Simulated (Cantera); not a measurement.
Feed: 1 mol V2O3, a varied amount of H2, held at 1425 K and 1 atm.

Equilibrium computed with Cantera from the NASA thermochemical tables; the gas is ideal and each condensed phase is pure. Candidate condensed phases: H2O, V, VO, V2O3, V2O4, V2O5; 12 gas species. Mutual solubility and eutectic melting of coexisting phases are not modelled. VO: taken at fixed stoichiometry. Condensed phases not in the tables: the oxides between V2O3 and V2O5 other than VO2. Rates play no part.

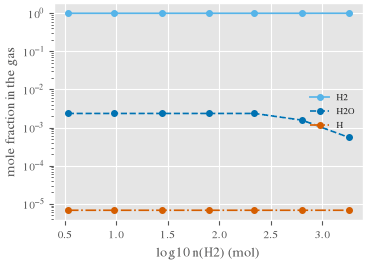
Figure. Equilibrium gas composition (values under 1e-9 drawn at 1e-9)

From 3.4 mol H2 to 220 mol H2 the condensed part is VO(s) + V2O3(s). From 640 mol H2 to 1800 mol H2 the condensed part is VO(s).
